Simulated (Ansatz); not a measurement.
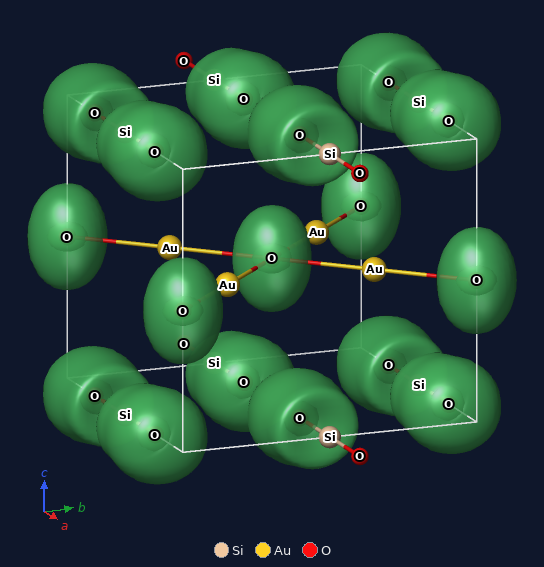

Figure 1: SiAu₂O₃. Isosurface of the electron localisation function at 0.65 (green), seen slightly off an axis. Only the valence region is drawn (cores and ρ < 0.01 e/Å³ removed). Sticks mark near contacts.

Space group Cmmm; a structure from a database of computed crystals, not necessarily the ambient phase; started from the CeAl2Cu3-65 prototype, which need not be the ambient phase.

Method: Ansatz 0.2.0, DFT, r2SCAN+rVV10, plane waves, PAW.

Core electrons are frozen (PAW), and the valence fields are smoothed inside the atomic spheres.

Question: Describe the localisation domains.

Answer: The surface consists of four regions on O in which the atom's valence shell and bonds are merged and two regions wrapped around O (the valence shell of each), counted in one cell of 12 atoms. Any copies at cell faces, edges or corners count once. Profiles from the grid: Si–O (1.52 Å): the ELF peaks at about 0.80 between the atoms; a polar covalent bond. Au–O (2.08 Å): the ELF peaks at about 0.80 in the valence shell of O, 0.6 Å from its nucleus, and drops to about 0.15 between the two atoms.
